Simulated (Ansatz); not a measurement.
# H$_{2}$NOPSi: what the fields show

Input

```
crystal:
  periodic: [false, false, false]
  atoms:
    - {symbol: N, position_ang: [-1.142379, -0.692524, 0.795670]}
    - {symbol: O, position_ang: [-2.979374, -0.117204, 2.049249]}
    - {symbol: P, position_ang: [-2.462462, 0.240257, 0.590997]}
    - {symbol: Si, position_ang: [-1.732515, -1.424614, 2.447606]}
    - {symbol: H, position_ang: [-0.864109, -0.543539, 3.340743]}
    - {symbol: H, position_ang: [-0.428149, -0.914512, 0.106901]}
basis:
  gaussian:
    orbitals: def2-TZVPD
hamiltonian:
  xc: {name: PBE0}
output: {forces: true, orbitals: {seedname: orbitals}}
```

Command:

```sh
ansatz run input.yaml --threads 1 --pin off --max-ram 2610MiB --events-out events.jsonl --progress --plain --runs-dir runs
```

Geometry: PBE0-D3(BJ)/def2-SVP.

Computed with isolated molecule in a Gaussian basis; Kohn-Sham density functional theory, functional PBE0 (Ansatz).

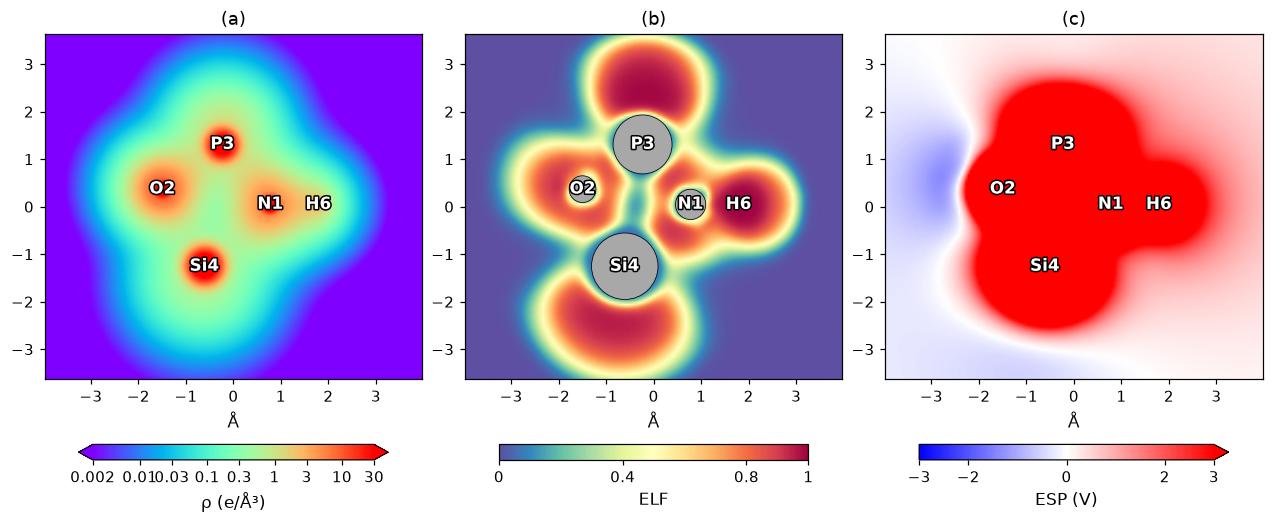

Figure 1. (a) electron density; (b) ELF; (c) molecular electrostatic potential on the plane of atoms N1, Si4 and O2. Grey discs cover the atomic cores in the ELF map.

> What does the map show?

- The plane passes through N, O, P, Si and H nuclei.
- P–O (1.59 Å): the density is about 1.6 e/Å³ at the midpoint; the ELF peaks at about 0.85 between the atoms: a short, strongly polar bond.
- P–N (1.63 Å): ρ at the midpoint is about 1.5 e/Å³; the ELF peaks at about 0.90 between the atoms, as expected for a polar covalent bond.
- Si–O (1.85 Å): the density is about 0.77 e/Å³ at the midpoint; the ELF peaks at about 0.85 between the atoms; a shared but strongly polarised pair.
- Si–N (1.90 Å): ρ at the midpoint is about 0.75 e/Å³; the ELF peaks at about 0.90 between the atoms, as expected for a polar covalent bond.
- N–H (1.02 Å): ρ is about 2.9 e/Å³ halfway; the ELF climbs to about 1 towards the hydrogen, as it does in any bond to H: a covalent bond by its length.
- The ELF also peaks beside Si4, O2 and P3, away from the bonds: lone-pair regions.
- Outside the dense part of the molecule the potential is most negative (−1.3 V) near O2.

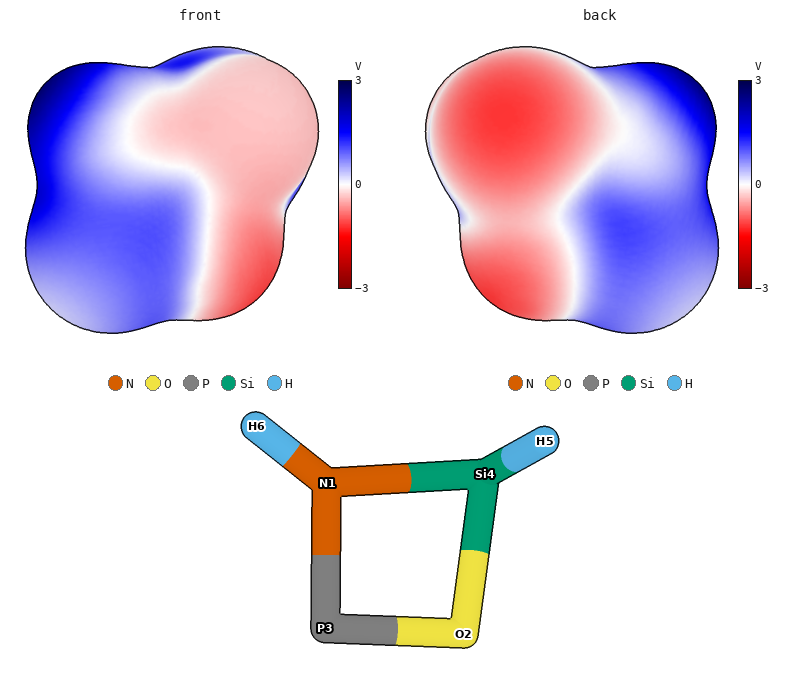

Figure 2. The electrostatic potential painted on the density surface at 0.002 e/bohr³, seen from the front and from behind; the colour scale runs from red (negative) to blue (positive). The bare structure is drawn below in the same view.

> Where is the surface potential most negative and most positive?

The most negative region (about −1.2 V) lies over O2, the most positive (about +2.6 V) over H6. O2 is the likeliest acceptor of a hydrogen bond.

> What dipole moment does the calculation give?

Its dipole moment is 3.15 D.

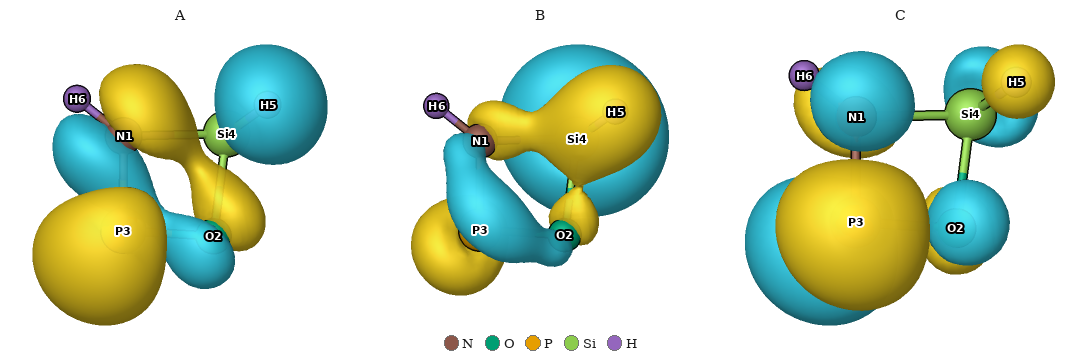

Figure 3. Three frontier orbitals at ±0.1 Å⁻³ᐟ² (yellow and cyan are the two phases), in no order.

> Which picture is the HOMO−1, the HOMO and the LUMO?

A is the HOMO−1 (−8.73 eV). It lies mainly on P3 (about 35 %), N1 (about 20 %), Si4 (about 15 %), H5 (about 15 %) and O2 (about 10 %). B is the HOMO (−5.93 eV). It lies mainly on Si4 (about 65 %), P3 (about 15 %) and H5 (about 10 %). C is the LUMO (−2.59 eV). By Hirshfeld shares it lies mainly on P3 (about 60 %), N1 (about 15 %), O2 (about 10 %) and Si4 (about 10 %).

> What is the HOMO–LUMO gap?

3.34 eV between the orbital energies.
